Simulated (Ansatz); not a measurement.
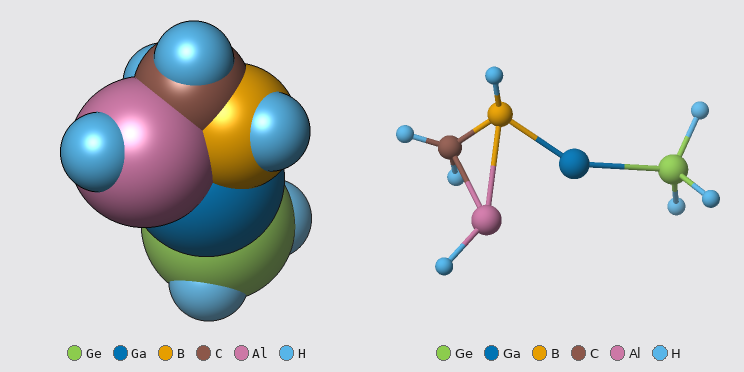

Both panels show the same species.

Computed geometry: PBE0-D4/def2-TZVP optimisation.

What does the picture show?

It has 12 atoms: 1 carbon, 7 hydrogen, 1 aluminium, 1 boron, 1 gallium and 1 germanium (CH₇AlBGaGe). The point group is C1. Coordination, clear cases only: 1 Ge tetrahedral; 1 Ga bent.

More results for the same structure follow; atom numbers are the same in all pictures, views and colours differ.

### Geometry

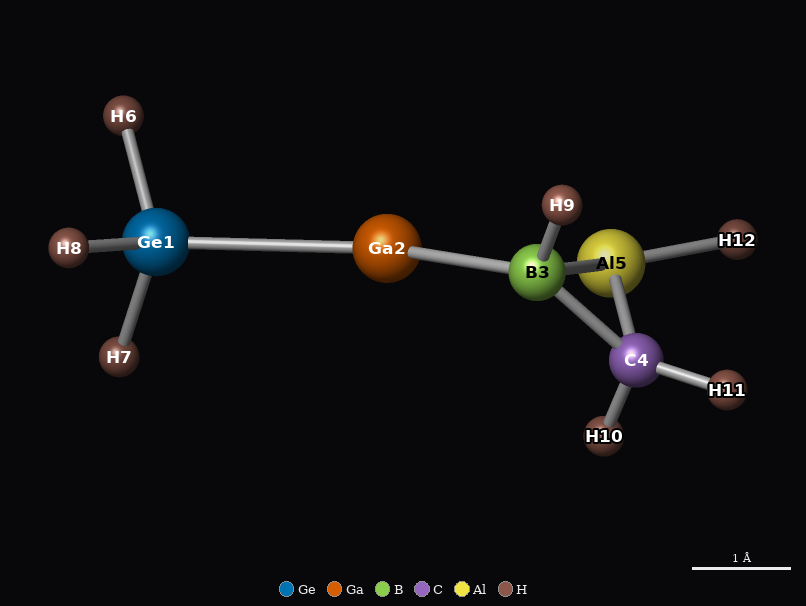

Which atoms are bonded, and how long are the bonds?

| bond | length (Å) |
| --- | --- |
| Ge1–Ga2 | 2.428 |
| Ge1–H6 | 1.541 |
| Ge1–H7 | 1.540 |
| Ge1–H8 | 1.540 |
| Ga2–B3 | 2.106 |
| B3–C4 | 1.491 |
| B3–Al5 | 2.491 |
| B3–H9 | 1.197 |
| C4–Al5 | 2.042 |
| C4–H10 | 1.126 |
| C4–H11 | 1.087 |
| Al5–H12 | 1.591 |

### Levels of theory compared

Program: Ansatz 0.2.0.

Compare HOMO energy (eV), dipole (D), HOMO–LUMO gap (eV) at these levels: B3LYP-D4/def2-TZVPP; PBE-D4/def2-TZVPP; r2SCAN-D4/def2-TZVPP; ωB97M-V/def2-TZVPP.

```csv
level,HOMO energy (eV),dipole (D),HOMO–LUMO gap (eV)
B3LYP-D4/def2-TZVPP,−5.54,0.57,2.62
PBE-D4/def2-TZVPP,−4.85,0.59,1.34
r2SCAN-D4/def2-TZVPP,−5.03,0.65,1.62
ωB97M-V/def2-TZVPP,−7.57,0.65,6.59
```

### Charges

The questions are on Mulliken charges. Properties computed with RKS PBE0-D4/def2-TZVP (Ansatz 0.2.0).

List the Mulliken charges.

| atom | value (e) |
| --- | --- |
| Ge1 | −0.16 |
| Ga2 | 0.07 |
| B3 | 0.00 |
| C4 | −0.37 |
| Al5 | 0.19 |
| H6 | 0.01 |
| H7 | 0.02 |
| H8 | 0.01 |
| H9 | 0.02 |
| H10 | 0.15 |
| H11 | 0.14 |
| H12 | −0.09 |

### Vibrations

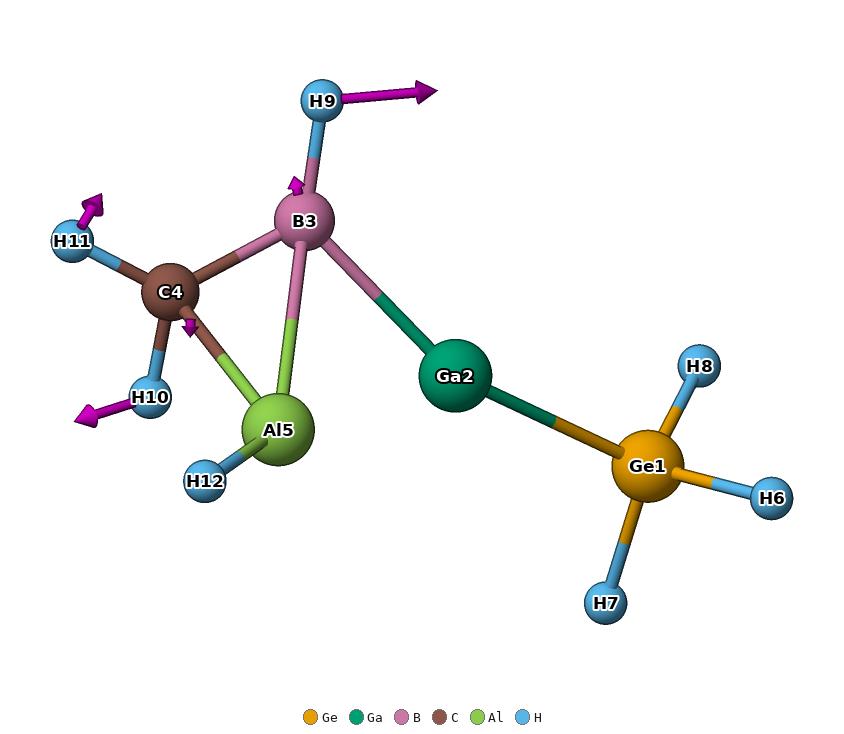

The arrows show one normal mode. Harmonic vibrations computed with RKS PBE0-D4/def2-TZVP (Ansatz 0.2.0) at a stationary point of the same level.

> Estimate its harmonic wavenumber.

1017 cm⁻¹; it is mode 21 of 30 counted from the lowest.

Mulliken values depend strongly on the basis set and can even reverse the polarity of a bond.
